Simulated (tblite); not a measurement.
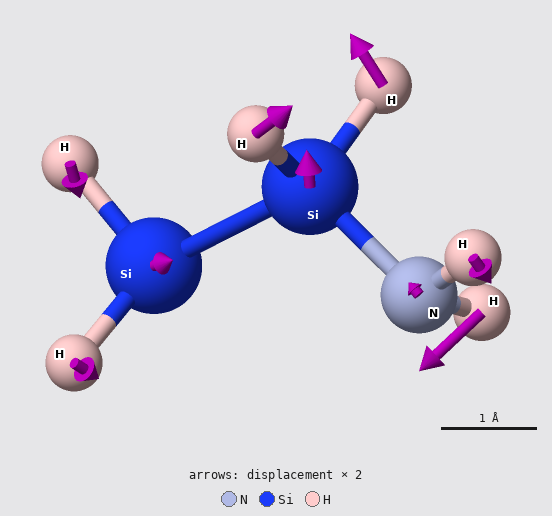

This is a relaxation of Si$_{2}$NH$_{6}$ (multiplicity 2). The starting structure is drawn; purple arrows show the displacements, magnified 2 times. The two geometries are superimposed by the best rigid fit.

Style: ball-and-stick. Shown at a tilt.

Theory: tblite, GFN2-xTB geometry optimisation, gas phase. 

**What did the optimiser do to the structure, and how much energy did it gain?**

Over 62 geometry steps the energy falls by 6.34 kcal/mol. The largest move after the best rigid fit is that of an H atom, 0.45 Å. Largest moves by element: H 0.45 Å, Si 0.21 Å, N 0.09 Å. Some distances before and after: N–Si 1.685 → 1.730 Å, Si–Si 2.308 → 2.272 Å, H–N 1.025 → 1.007 Å, H–Si 1.486 → 1.472 Å. Among the angles between lasting bonds that change: Si–Si–H 111.7° → 122.0°, N–Si–Si 114.2° → 104.1°, Si–N–H 109.0° → 118.2°.
